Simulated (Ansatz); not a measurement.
## Geometry relaxation of CH5ClSe (part 1 of 2)

CH5ClSe, computed with RKS PBE0-D4/def2-TZVP (Ansatz 0.2.0).

Figures and captions count atoms from 1; the log counts them from 0 in places.

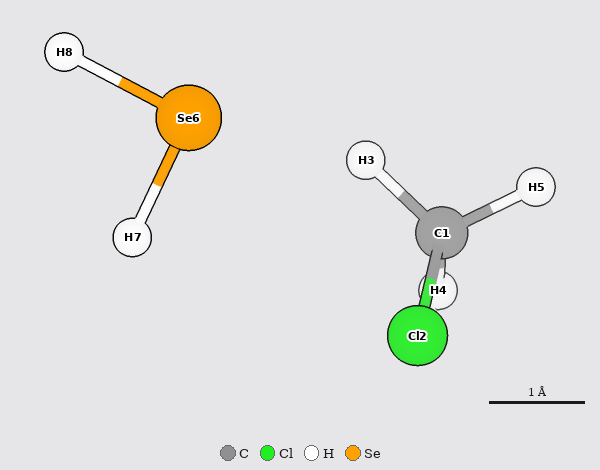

Figure 1. The input geometry (ball-and-stick view, seen at a tilt; atoms are numbered from 1 in the order of the input).

### Summary

```csv
quantity,value
outcome,converged
total energy,−78978.4217 eV
mean-field energy,−78978.3186 eV
dispersion energy,−0.1030 eV
SCF solution under orbital rotations,stable
largest force (length of the vector) at the end,0.001 eV/Å
dipole moment,1.72 D
hardware,"4 threads of Arm Neoverse V1, 23 GiB of memory available, shared host"
wall time,78 s (CPU time 4.7 min)
peak memory,0.34 GiB
```

### Input file
```yaml
crystal:
  periodic: [false, false, false]
  atoms:
    - {symbol: C, position_ang: [-0.079535, 0.182890, -1.559203]}
    - {symbol: Cl, position_ang: [1.233243, -0.889755, -0.965101]}
    - {symbol: H, position_ang: [-0.633716, 0.565978, -0.680829]}
    - {symbol: H, position_ang: [-0.746658, -0.402022, -2.220020]}
    - {symbol: H, position_ang: [0.373922, 1.020850, -2.121242]}
    - {symbol: Se, position_ang: [0.386771, 0.269692, 2.188983]}
    - {symbol: H, position_ang: [-0.049544, -1.129564, 1.967826]}
    - {symbol: H, position_ang: [-0.484484, 0.382031, 3.389587]}
basis:
  gaussian: {orbitals: def2-TZVP}
hamiltonian: {xc: pbe0, dispersion: d4}
relax: {f_tol: 0.005, max_steps: 200}
```

Launch command:
```bash
ansatz run in.yaml --threads 4 --pin off --events-out ev --progress --plain --max-ram 9574MiB
```

### Log
```
Functional definition: PBE0
  name "PBE0"
  cite "Adamo & Barone, J. Chem. Phys. 110, 6158 (1999) doi:10.1063/1.478522"
  cite "Perdew, Burke & Ernzerhof, Phys. Rev. Lett. 77, 3865 (1996) doi:10.1103/PhysRevLett.77.3865"
  parent pbe
  parameter a = 0.25
  parameter kappa = 0.804
  parameter beta = 0.06672455060314922
  exchange = (1 - a)*pbe_x(kappa = kappa, mu = beta*pi^2/3) + a*exact_x
  correlation = pbe_c(beta = beta)
1080 factors; their error is unknown
mean field evaluation 1: about -78975.0314 eV, gradient 3.5e1 eV
mean field evaluation 2: about -78973.8579 eV, gradient 4.0e1 eV
mean field evaluation 4: about -78977.8149 eV, gradient 8.3e-1 eV
mean field evaluation 8: about -78978.2645 eV, gradient 4.5e-1 eV
mean field evaluation 16: about -78978.2647 eV, gradient 1.9e-5 eV
mean field -78978.26474332 eV, -2902.3976959266 hartree, gradient 1.9e-5 eV, S^2 0.000000; 0 other end points of the search recorded, 0 dependent functions left out
the calculation of the forces begins
reference -78978.26477161 eV, -2902.3976969661 hartree; 31, 31 occupied and 115, 115 virtual orbitals, 1080 factors
relax step   1: F+E_penalty+E_count = -78978.37450757 eV  Δ(F+E_penalty+E_count) = +0.000e0 eV  max|allowed force component| = 4.966e-1 eV/Å  Δτ_max = 0.0000 Å  (27 SCF iters, accepted)
these checks for a lower state are left out or cut short: starts, cluster_reference, orbital_swaps, neighbouring_geometries, increment
1080 factors; their error is unknown
mean field -78978.29961033 eV, -2902.3989772653 hartree, gradient 2.3e-5 eV, S^2 0.000000; 0 other end points of the search recorded, 0 dependent functions left out
[... from here on the field's lines of each further geometry are left out, up to the last ...]
relax step   2: F+E_penalty+E_count = -78978.40218414 eV  Δ(F+E_penalty+E_count) = -2.768e-2 eV  max|allowed force component| = 2.494e-1 eV/Å  Δτ_max = 0.1949 Å  (30 SCF iters, accepted)
relax step   3: F+E_penalty+E_count = -78978.40690004 eV  Δ(F+E_penalty+E_count) = -4.716e-3 eV  max|allowed force component| = 2.001e-1 eV/Å  Δτ_max = 0.0403 Å  (30 SCF iters, accepted)
relax step   4: F+E_penalty+E_count = -78978.40266187 eV  Δ(F+E_penalty+E_count) = +4.238e-3 eV  max|allowed force component| = 4.681e-1 eV/Å  Δτ_max = 0.1196 Å  (30 SCF iters, rejected (line search))
relax step   5: F+E_penalty+E_count = -78978.41051435 eV  Δ(F+E_penalty+E_count) = -3.614e-3 eV  max|allowed force component| = 2.604e-2 eV/Å  Δτ_max = 0.0587 Å  (30 SCF iters, accepted)
relax step   6: F+E_penalty+E_count = -78978.41083355 eV  Δ(F+E_penalty+E_count) = -3.192e-4 eV  max|allowed force component| = 1.478e-2 eV/Å  Δτ_max = 0.0282 Å  (30 SCF iters, accepted)
relax step   7: F+E_penalty+E_count = -78978.41104199 eV  Δ(F+E_penalty+E_count) = -2.084e-4 eV  max|allowed force component| = 1.561e-2 eV/Å  Δτ_max = 0.0255 Å  (30 SCF iters, accepted)
relax step   8: F+E_penalty+E_count = -78978.41128404 eV  Δ(F+E_penalty+E_count) = -2.421e-4 eV  max|allowed force component| = 3.812e-2 eV/Å  Δτ_max = 0.0484 Å  (30 SCF iters, accepted)
relax step   9: F+E_penalty+E_count = -78978.41137569 eV  Δ(F+E_penalty+E_count) = -9.165e-5 eV  max|allowed force component| = 1.960e-2 eV/Å  Δτ_max = 0.0109 Å  (31 SCF iters, accepted)
relax step  10: F+E_penalty+E_count = -78978.41145146 eV  Δ(F+E_penalty+E_count) = -7.577e-5 eV  max|allowed force component| = 7.120e-3 eV/Å  Δτ_max = 0.0195 Å  (29 SCF iters, accepted)
relax step  11: F+E_penalty+E_count = -78978.41149911 eV  Δ(F+E_penalty+E_count) = -4.765e-5 eV  max|allowed force component| = 7.615e-3 eV/Å  Δτ_max = 0.0258 Å  (30 SCF iters, accepted)
relax step  12: F+E_penalty+E_count = -78978.41152442 eV  Δ(F+E_penalty+E_count) = -2.531e-5 eV  max|allowed force component| = 1.311e-2 eV/Å  Δτ_max = 0.0255 Å  (30 SCF iters, accepted)
relax step  13: F+E_penalty+E_count = -78978.41153708 eV  Δ(F+E_penalty+E_count) = -1.266e-5 eV  max|allowed force component| = 9.451e-3 eV/Å  Δτ_max = 0.0074 Å  (31 SCF iters, accepted)
relax step  14: F+E_penalty+E_count = -78978.41155674 eV  Δ(F+E_penalty+E_count) = -1.966e-5 eV  max|allowed force component| = 4.823e-3 eV/Å  Δτ_max = 0.0191 Å  (30 SCF iters, accepted)
relax step  15: F+E_penalty+E_count = -78978.41157067 eV  Δ(F+E_penalty+E_count) = -1.393e-5 eV  max|allowed force component| = 5.502e-3 eV/Å  Δτ_max = 0.0212 Å  (30 SCF iters, accepted)
relax step  16: F+E_penalty+E_count = -78978.41156804 eV  Δ(F+E_penalty+E_count) = +2.628e-6 eV  max|allowed force component| = 3.173e-2 eV/Å  Δτ_max = 0.0368 Å  (29 SCF iters, rejected (line search))
relax step  17: F+E_penalty+E_count = -78978.41158908 eV  Δ(F+E_penalty+E_count) = -1.841e-5 eV  max|allowed force component| = 1.065e-2 eV/Å  Δτ_max = 0.0182 Å  (30 SCF iters, accepted)
relax step  18: F+E_penalty+E_count = -78978.41097067 eV  Δ(F+E_penalty+E_count) = +6.184e-4 eV  max|allowed force component| = 1.314e-1 eV/Å  Δτ_max = 0.0935 Å  (30 SCF iters, rejected (line search))
relax step  19: F+E_penalty+E_count = -78978.41112081 eV  Δ(F+E_penalty+E_count) = +4.683e-4 eV  max|allowed force component| = 1.330e-1 eV/Å  Δτ_max = 0.0074 Å  (31 SCF iters, rejected (line search))
relax step  20: F+E_penalty+E_count = -78978.41160077 eV  Δ(F+E_penalty+E_count) = -1.169e-5 eV  max|allowed force component| = 9.099e-4 eV/Å  Δτ_max = 0.0036 Å  (30 SCF iters, accepted)
relax step  21: F+E_penalty+E_count = -78978.41168162 eV  Δ(F+E_penalty+E_count) = -8.085e-5 eV  max|allowed force component| = 1.552e-2 eV/Å  Δτ_max = 0.0452 Å  (29 SCF iters, accepted)
relax step  22: F+E_penalty+E_count = -78978.41184258 eV  Δ(F+E_penalty+E_count) = -1.610e-4 eV  max|allowed force component| = 2.205e-2 eV/Å  Δτ_max = 0.0486 Å  (29 SCF iters, accepted)
relax step  23: F+E_penalty+E_count = -78978.41151250 eV  Δ(F+E_penalty+E_count) = +3.301e-4 eV  max|allowed force component| = 1.593e-1 eV/Å  Δτ_max = 0.1097 Å  (30 SCF iters, rejected (line search))
relax step  24: F+E_penalty+E_count = -78978.41214560 eV  Δ(F+E_penalty+E_count) = -3.030e-4 eV  max|allowed force component| = 2.514e-2 eV/Å  Δτ_max = 0.0531 Å  (29 SCF iters, accepted)
relax step  25: F+E_penalty+E_count = -78978.41248874 eV  Δ(F+E_penalty+E_count) = -3.431e-4 eV  max|allowed force component| = 5.031e-2 eV/Å  Δτ_max = 0.0548 Å  (28 SCF iters, accepted)
relax step  26: F+E_penalty+E_count = -78978.41265913 eV  Δ(F+E_penalty+E_count) = -1.704e-4 eV  max|allowed force component| = 1.452e-1 eV/Å  Δτ_max = 0.0821 Å  (30 SCF iters, accepted)
relax step  27: F+E_penalty+E_count = -78978.41346604 eV  Δ(F+E_penalty+E_count) = -8.069e-4 eV  max|allowed force component| = 8.607e-2 eV/Å  Δτ_max = 0.0185 Å  (30 SCF iters, accepted)
relax step  28: F+E_penalty+E_count = -78978.41481475 eV  Δ(F+E_penalty+E_count) = -1.349e-3 eV  max|allowed force component| = 4.588e-3 eV/Å  Δτ_max = 0.0620 Å  (29 SCF iters, accepted)
relax step  29: F+E_penalty+E_count = -78978.41363783 eV  Δ(F+E_penalty+E_count) = +1.177e-3 eV  max|allowed force component| = 3.312e-1 eV/Å  Δτ_max = 0.1957 Å  (29 SCF iters, rejected (line search))
relax step  30: F+E_penalty+E_count = -78978.41609210 eV  Δ(F+E_penalty+E_count) = -1.277e-3 eV  max|allowed force component| = 8.939e-2 eV/Å  Δτ_max = 0.0955 Å  (29 SCF iters, accepted)
relax step  31: F+E_penalty+E_count = -78978.41718052 eV  Δ(F+E_penalty+E_count) = -1.088e-3 eV  max|allowed force component| = 1.812e-1 eV/Å  Δτ_max = 0.0976 Å  (29 SCF iters, accepted)
relax step  32: F+E_penalty+E_count = -78978.41864897 eV  Δ(F+E_penalty+E_count) = -1.468e-3 eV  max|allowed force component| = 8.740e-2 eV/Å  Δτ_max = 0.0456 Å  (28 SCF iters, accepted)
relax step  33: F+E_penalty+E_count = -78978.42001384 eV  Δ(F+E_penalty+E_count) = -1.365e-3 eV  max|allowed force component| = 7.470e-2 eV/Å  Δτ_max = 0.0862 Å  (28 SCF iters, accepted)
relax step  34: F+E_penalty+E_count = -78978.42039208 eV  Δ(F+E_penalty+E_count) = -3.782e-4 eV  max|allowed force component| = 1.660e-1 eV/Å  Δτ_max = 0.1059 Å  (29 SCF iters, accepted)
relax step  35: F+E_penalty+E_count = -78978.42118141 eV  Δ(F+E_penalty+E_count) = -7.893e-4 eV  max|allowed force component| = 4.662e-2 eV/Å  Δτ_max = 0.0199 Å  (30 SCF iters, accepted)
relax step  36: F+E_penalty+E_count = -78978.42146385 eV  Δ(F+E_penalty+E_count) = -2.824e-4 eV  max|allowed force component| = 8.687e-3 eV/Å  Δτ_max = 0.0223 Å  (30 SCF iters, accepted)
relax step  37: F+E_penalty+E_count = -78978.42157241 eV  Δ(F+E_penalty+E_count) = -1.086e-4 eV  max|allowed force component| = 1.420e-2 eV/Å  Δτ_max = 0.0288 Å  (30 SCF iters, accepted)
relax step  38: F+E_penalty+E_count = -78978.42158093 eV  Δ(F+E_penalty+E_count) = -8.519e-6 eV  max|allowed force component| = 3.336e-2 eV/Å  Δτ_max = 0.0452 Å  (29 SCF iters, accepted)
relax step  39: F+E_penalty+E_count = -78978.42163802 eV  Δ(F+E_penalty+E_count) = -5.709e-5 eV  max|allowed force component| = 1.735e-2 eV/Å  Δτ_max = 0.0089 Å  (31 SCF iters, accepted)
the calculation of the forces begins
reference -78978.31863907 eV, -2902.3996765588 hartree; 31, 31 occupied and 115, 115 virtual orbitals, 1080 factors
relax step  40: F+E_penalty+E_count = -78978.42165505 eV  Δ(F+E_penalty+E_count) = -1.703e-5 eV  max|allowed force component| = 4.572e-4 eV/Å  Δτ_max = 0.0026 Å  (32 SCF iters, accepted)
```

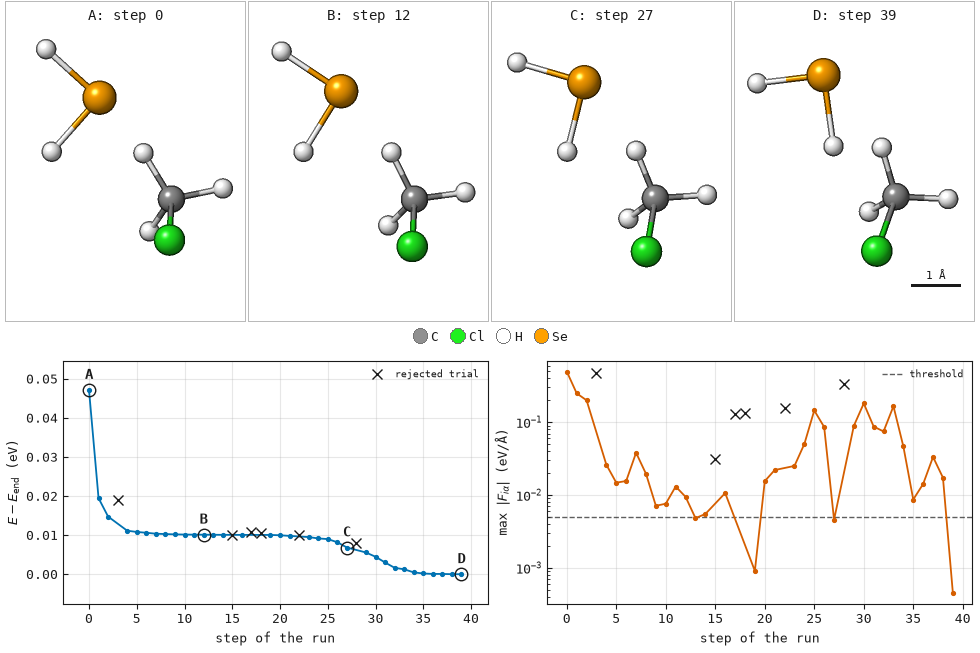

Figure 2. Frames of the relaxation (ball-and-stick view, seen at a tilt) above the curves, on which the letters mark them (the first geometry is step 0 here and step 1 in the log).

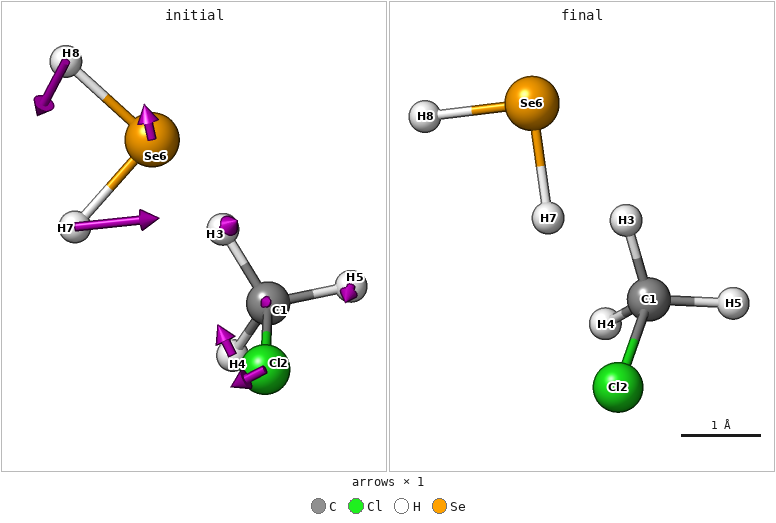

Figure 3. Before (left) and after (right) the relaxation, at one scale (ball-and-stick view, seen at a tilt). The pink arrows give the displacements, at true length. After 39 geometry steps the energy has fallen by 0.047 eV. The largest force component goes from 0.5 to 0.00046 eV/Å. The line search rejected the trial steps at points 3, 15, 17, 18, 22, 28 (counted from 0) and went back. The largest move after the best rigid fit is that of H7, 1.10 Å. Largest moves by element: H 1.10 Å, Cl 0.53 Å, Se 0.48 Å, C 0.14 Å. Distances before and after: Se6–H8 1.488 → 1.467 Å, C1–Cl2 1.796 → 1.776 Å, C1–H3 1.107 → 1.088 Å, Se6–H7 1.482 → 1.470 Å. (Atoms are counted from 1 in the order of the input.)

```
1080 factors; their error is unknown
mean field -78978.31861042 eV, -2902.3996755059 hartree, gradient 2.5e-5 eV, S^2 0.000000; 1 other end points of the search recorded, 0 dependent functions left out
the calculation of the forces begins
reference -78978.31863907 eV, -2902.3996765588 hartree; 31, 31 occupied and 115, 115 virtual orbitals, 1080 factors
Total energy: -78978.42168370 eV, -2902.4034633790 hartree
Atom 0 at    -0.092793     0.152158    -1.425143 Å, force    -0.000301     0.000457    -0.000412 eV/Å
Atom 1 at     0.832125    -1.303025    -0.997749 Å, force     0.000166    -0.000185    -0.000053 eV/Å
Atom 2 at    -0.306909     0.701310    -0.510139 Å, force     0.000274    -0.000236     0.000356 eV/Å
Atom 3 at    -1.014634    -0.157967    -1.911085 Å, force     0.000042    -0.000043     0.000028 eV/Å
Atom 4 at     0.508920     0.754699    -2.101137 Å, force    -0.000088    -0.000116    -0.000130 eV/Å
Atom 5 at     0.277119     0.544321     2.544853 Å, force    -0.000009     0.000034     0.000221 eV/Å
Atom 6 at     0.764584    -0.495139     1.627579 Å, force     0.000005     0.000048     0.000057 eV/Å
Atom 7 at    -0.968412    -0.196257     2.772822 Å, force    -0.000090     0.000041    -0.000067 eV/Å
Dipole moment:    -0.259192     0.165059    -0.184459 e Å
```

### Trajectory as extended XYZ (Å, eV, eV/Å), 26 of the 40 frames kept, from step=1 to step=40
```
8
Properties=species:S:1:pos:R:3:forces:R:3 step=1 energy=-78978.37451
C    -0.0795    0.1829   -1.5592   -0.1814   0.1649  -0.0774
Cl    1.2332   -0.8898   -0.9651   -0.3487   0.2801  -0.2282
H    -0.6337    0.5660   -0.6808    0.3327  -0.2425  -0.4764
H    -0.7467   -0.4020   -2.2200    0.4075   0.2800   0.3924
H     0.3739    1.0209   -2.1212   -0.1975  -0.4966   0.3270
Se    0.3868    0.2697    2.1890   -0.3552  -0.3174   0.3178
H    -0.0495   -1.1296    1.9678    0.1173   0.3443   0.0494
H    -0.4845    0.3820    3.3896    0.2252  -0.0128  -0.3045
8
Properties=species:S:1:pos:R:3:forces:R:3 step=3 energy=-78978.40690
C    -0.0742    0.1829   -1.6003    0.1303  -0.1068   0.1194
Cl    1.2596   -0.9068   -1.1166   -0.2001   0.1588  -0.0499
H    -0.5745    0.5266   -0.6929    0.0598  -0.0398  -0.1179
H    -0.7572   -0.3782   -2.2354    0.0218   0.0296   0.0351
H     0.3542    1.0218   -2.1456   -0.0222  -0.0361   0.0287
Se    0.3613    0.2758    2.2828    0.0374   0.0272  -0.0214
H    -0.0573   -1.1083    2.0515   -0.0016  -0.0310  -0.0044
H    -0.5120    0.3864    3.4565   -0.0253  -0.0020   0.0104
8
Properties=species:S:1:pos:R:3:forces:R:3 step=4 energy=-78978.40266 accepted=F
C    -0.0678    0.1667   -1.5838   -0.4682   0.4110  -0.2031
Cl    1.1947   -0.9326   -1.0618    0.2561  -0.2205   0.1057
H    -0.6002    0.5496   -0.7132    0.0834  -0.0643   0.0341
H    -0.7647   -0.3603   -2.2350    0.0734  -0.0499   0.0335
H     0.3747    0.9997   -2.1298    0.0610  -0.0778   0.0383
Se    0.4057    0.3031    2.3286    0.0959   0.0396  -0.1060
H     0.0283   -1.0672    1.9788   -0.0102  -0.0364  -0.0048
H    -0.5707    0.3410    3.4161   -0.0914  -0.0018   0.1023
8
Properties=species:S:1:pos:R:3:forces:R:3 step=6 energy=-78978.41083
C    -0.0750    0.1808   -1.5747   -0.0148   0.0148  -0.0081
Cl    1.2224   -0.9207   -1.0724    0.0121  -0.0124   0.0028
H    -0.5703    0.5533   -0.6807    0.0003   0.0013   0.0093
H    -0.7729   -0.3704   -2.2003   -0.0036  -0.0054  -0.0031
H     0.3672    1.0018   -2.1336    0.0061   0.0010  -0.0039
Se    0.3825    0.2892    2.2722    0.0006   0.0051   0.0029
H     0.0084   -1.1008    1.9957   -0.0006   0.0045   0.0066
H    -0.5623    0.3669    3.3938   -0.0002  -0.0088  -0.0066
```
